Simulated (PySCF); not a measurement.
# Run report: C2H3F3, NMR shielding calculation

The run: NMR shielding calculation of C2H3F3 (Ethane, 1,1,2-trifluoro), SMILES FCC(F)F. Method and program: GIAO X3LYP/6-31G* NMR shielding, non-relativistic, gas phase (PySCF 2.14.0).

The geometry comes from this level: GFN2-xTB. Figures and captions count atoms from 1; the log counts them from 0 in places.

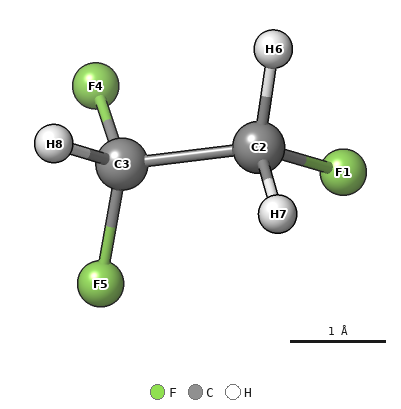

Fig. 1: The structure as given in the input (ball-and-stick view, seen at a tilt; atoms are numbered from 1 in the order of the input). Bond lengths as drawn: C–C 1.53 Å, C–F 1.35 to 1.36 Å and C–H 1.09 to 1.10 Å.

### Summary

- outcome: converged
- total energy: −377.388785 hartree
- HOMO: −8.94 eV
- LUMO: 2.30 eV
- dipole moment: 2.71 D
- isotropic shielding, F: 335.6 to 445.6 ppm
- isotropic shielding, C: 78.4 to 110.9 ppm
- isotropic shielding, H: 26.4 to 27.7 ppm
- hardware: 1 CPU thread, shared host
- wall time: 2.1 s
- peak memory: 0.57 GiB

### The input
```
{"job": {"xc": "X3LYP", "basis": "6-31G*", "grid": 1, "scf": {"level_shift": 0.2}, "kind": "nmr", "pop": false}, "charge": 0, "multiplicity": 1}
F      1.276636     0.545595    -1.080295
C      0.782912    -0.080620     0.023654
C     -0.742525     0.014910     0.078343
F     -1.153956     1.299389     0.106818
F     -1.309891    -0.557306    -1.003806
H      1.211630     0.409191     0.903758
H      1.081315    -1.132490    -0.029304
H     -1.137063    -0.489256     0.976266
```

The first line tells a small driver script what to run in PySCF; the rest is the geometry in Å.

Launch command:
```bash
OMP_NUM_THREADS=1 python <driver script> task.json out
```

### Output
```
final grid: 33680 points
cycle   1  E = -377.2197672885  dE =  6.466e-01  |g| = 9.638e-01  |ddm| = 2.449e+00
cycle   2  E = -377.1881600389  dE =  3.161e-02  |g| = 1.140e+00  |ddm| = 1.246e+00
cycle   3  E = -377.3825732899  dE = -1.944e-01  |g| = 1.799e-01  |ddm| = 4.847e-01
cycle   4  E = -377.3886676437  dE = -6.094e-03  |g| = 2.297e-02  |ddm| = 1.290e-01
cycle   5  E = -377.3887789764  dE = -1.113e-04  |g| = 5.149e-03  |ddm| = 3.351e-02
cycle   6  E = -377.3887842453  dE = -5.269e-06  |g| = 2.160e-03  |ddm| = 6.738e-03
cycle   7  E = -377.3887849698  dE = -7.244e-07  |g| = 6.148e-04  |ddm| = 2.069e-03
cycle   8  E = -377.3887850428  dE = -7.304e-08  |g| = 9.016e-05  |ddm| = 6.518e-04
cycle   9  E = -377.3887850456  dE = -2.828e-09  |g| = 2.663e-05  |ddm| = 1.774e-04
cycle  10  E = -377.3887850459  dE = -2.776e-10  |g| = 7.965e-06  |ddm| = 5.386e-05
level shift removed, Fock matrix diagonalised once more
converged SCF energy = -377.3887850459

GIAO shielding tensors (ppm)
atom      isotropic    diamagn.    paramagn.     s11        s22        s33       span
  0 F      445.581     468.193     -22.613    411.277    450.908    474.557     63.281
  1 C      110.926     244.183    -133.257     88.850     95.700    148.229     59.379
  2 C       78.368     237.499    -159.131     58.634     80.463     96.007     37.373
  3 F      335.842     470.050    -134.208    236.426    343.817    427.283    190.856
  4 F      335.579     470.061    -134.482    236.013    343.867    426.857    190.844
  5 H       27.721      28.204      -0.483     24.522     27.200     31.440      6.918
  6 H       27.719      28.204      -0.485     24.529     27.198     31.430      6.901
  7 H       26.434      27.141      -0.708     23.747     25.870     29.684      5.937
```

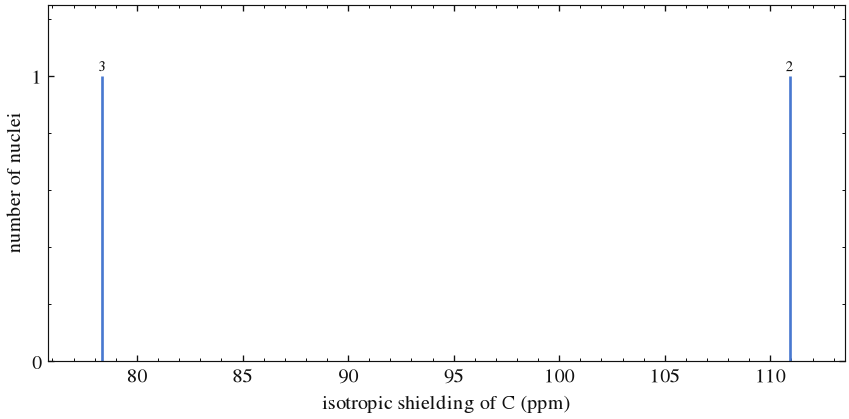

Fig. 2: Isotropic shieldings of the carbon nuclei in this fixed geometry, labelled by atom number; shielding grows to the right, so chemical shift grows to the left. The least shielded is C3 (78.4 ppm), the most shielded C2 (110.9 ppm).
